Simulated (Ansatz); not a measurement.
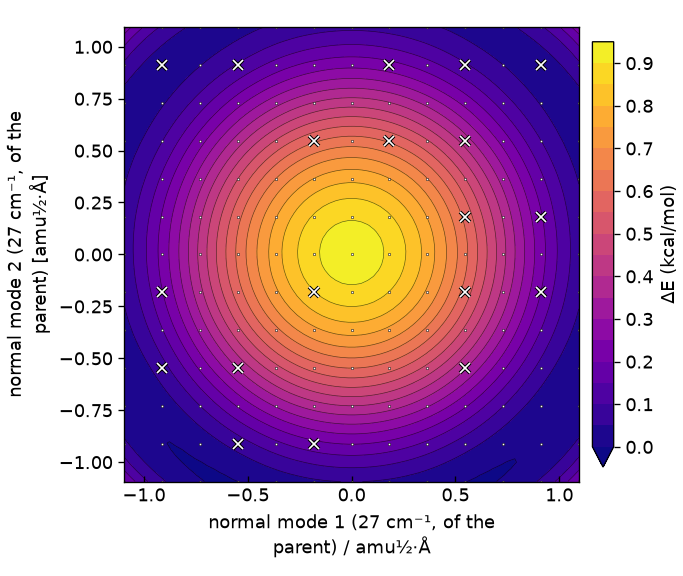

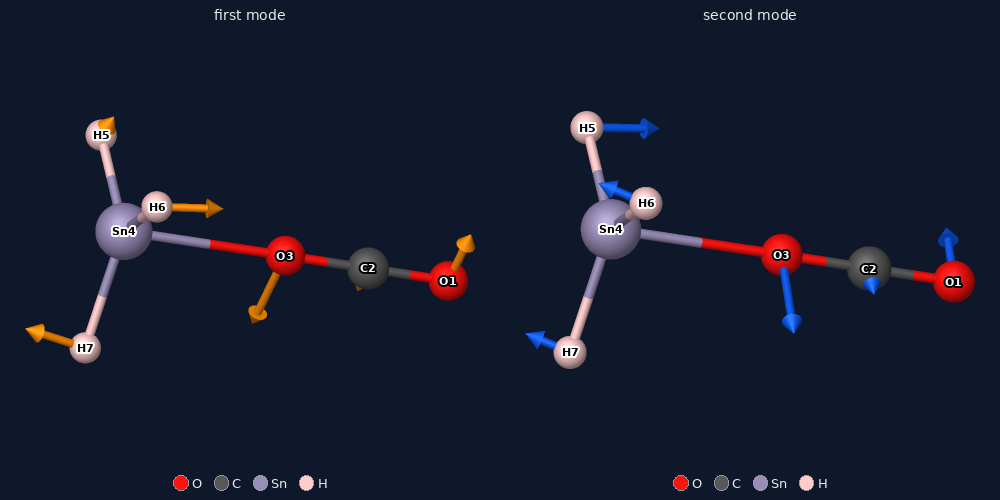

Energy landscape of CH3O2Sn, spin multiplicity 2. Coordinates scanned: (1) normal mode 1 (27 cm⁻¹, of the parent); (2) normal mode 2 (27 cm⁻¹, of the parent). Nothing is relaxed (straight displacements along the two mass-weighted modes). Grid: 13 × 13 points. At 19 points there is no value. Points are written as (first, second). Energies are in kcal/mol, from the lowest grid point. Near the degeneracy a single determinant is a rough description. The calculation used UKS PBE0-D4/def2-SVP (Ansatz 0.2.0).

The picture shows filled contours, crosses at grid points without a value, dots at the grid points. Between grid points the surface is interpolated. The second picture is the reference structure; its two panels give the patterns of the first and the second mode as arrows.

What does the map say about the system?

Answer. The lowest grid point is at (−0.547 amu½·Å, −1.094 amu½·Å). It lies at the edge of the scanned range, so the true minimum may lie outside. The same energy is found at (−0.911 amu½·Å, −0.911 amu½·Å); (0.911 amu½·Å, −0.911 amu½·Å). The energy also falls towards the edge at (0.547 amu½·Å, −1.094 amu½·Å) (0.00 kcal/mol above the lowest) and (−1.094 amu½·Å, 0.547 amu½·Å) (0.027 kcal/mol above the lowest), where a further well may lie outside the range. The highest grid point, (0.000 amu½·Å, 0.000 amu½·Å), lies 0.93 kcal/mol above the lowest.

Time for the 150 points that were run: 14 min on 1 thread of Arm Neoverse V2, with other jobs on the host.
